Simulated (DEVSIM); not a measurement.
System: Mo/Si3N4/p-Si capacitor, at 400 K.

| layer (left to right) | material | thickness (nm) | Na (cm⁻³) |
|---|---|---|---|
| 1 | Si3N4 | 6.40 | - |
| 2 | Si | 12000 | 2.3e15 |

Metal gate on the left, work function 4.6 eV. Fixed charge at the semiconductor interface 1.4e10 cm⁻² (in units of +e); no interface traps.

Constants are typed, rounded textbook-type inputs, not results; the design itself was drawn at random and stands for no fabricated device. Values at 300 K; Nc and Nv go as T^1.5, mobilities as T to minus their exponent, the gap by Varshni's rule with the affinity fixed.

| parameter | Si3N4 | Si |
|---|---|---|
| gap (eV) | 5.1 | 1.124 |
| affinity (eV) | 2.1 | 4.05 |
| permittivity | 7.5 | 11.7 |
| Nc (cm⁻³) | - | 2.86e19 |
| Nv (cm⁻³) | - | 3.1e19 |
| Varshni α (eV/K) | - | 0.000473 |
| Varshni β (K) | - | 636 |

Model (solved in DEVSIM): 1D Poisson equation in equilibrium, Boltzmann statistics, complete ionisation; no quantum confinement or tunnelling. Metal contacts follow the ideal Schottky-Mott rule: no Fermi-level pinning, no interface dipoles.

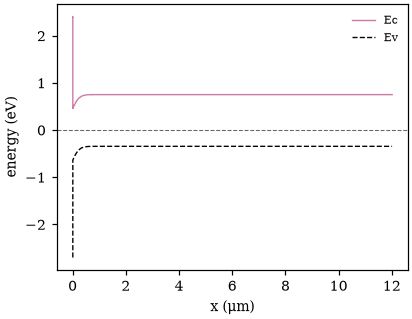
Fig. 1. Band edges at 0.1 V on the gate

Energies count from the Fermi level of the right contact; mesh points crowd at the junctions.

| x (μm) | Ec (eV) | Ev (eV) | n (cm⁻³) | p (cm⁻³) | field (V/cm) |
|---|---|---|---|---|---|
| 0.000 | 2.400 | -2.700 | < 1e2 | < 1e2 | 18000 |
| 0.001375 | 2.402 | -2.698 | < 1e2 | < 1e2 | 18000 |
| 0.003711 | 2.407 | -2.693 | < 1e2 | < 1e2 | 18000 |
| 0.005645 | 2.410 | -2.690 | < 1e2 | < 1e2 | 18000 |
| 0.007449 | 0.463 | -0.634 | 6.5e13 | 5.0e11 | 14000 |
| 0.01057 | 0.467 | -0.629 | 5.8e13 | 5.6e11 | 13000 |
| 0.01811 | 0.477 | -0.619 | 4.3e13 | 7.5e11 | 13000 |
| 0.04740 | 0.514 | -0.582 | 1.5e13 | 2.2e12 | 12000 |
| 0.1070 | 0.580 | -0.517 | 2.2e12 | 1.5e13 | 10000 |
| 0.2509 | 0.688 | -0.409 | 9.6e10 | 3.4e14 | 5100 |
| 0.5983 | 0.751 | -0.345 | 1.5e10 | 2.1e15 | 270 |
| 1.948 | 0.754 | -0.343 | 1.4e10 | 2.3e15 | ≈ 0 |
| 4.694 | 0.754 | -0.343 | 1.4e10 | 2.3e15 | ≈ 0 |
| 8.747 | 0.754 | -0.343 | 1.4e10 | 2.3e15 | ≈ 0 |
| 11.01 | 0.754 | -0.343 | 1.4e10 | 2.3e15 | ≈ 0 |
| 11.60 | 0.754 | -0.343 | 1.4e10 | 2.3e15 | ≈ 0 |
| 11.84 | 0.754 | -0.343 | 1.4e10 | 2.3e15 | ≈ 0 |
| 11.94 | 0.754 | -0.343 | 1.4e10 | 2.3e15 | ≈ 0 |
| 11.99 | 0.754 | -0.343 | 1.4e10 | 2.3e15 | ≈ 0 |
| 12.00 | 0.754 | -0.343 | 1.4e10 | 2.3e15 | ≈ 0 |
| 12.00 | 0.754 | -0.343 | 1.4e10 | 2.3e15 | ≈ 0 |
| 12.01 | 0.754 | -0.343 | 1.4e10 | 2.3e15 | ≈ 0 |
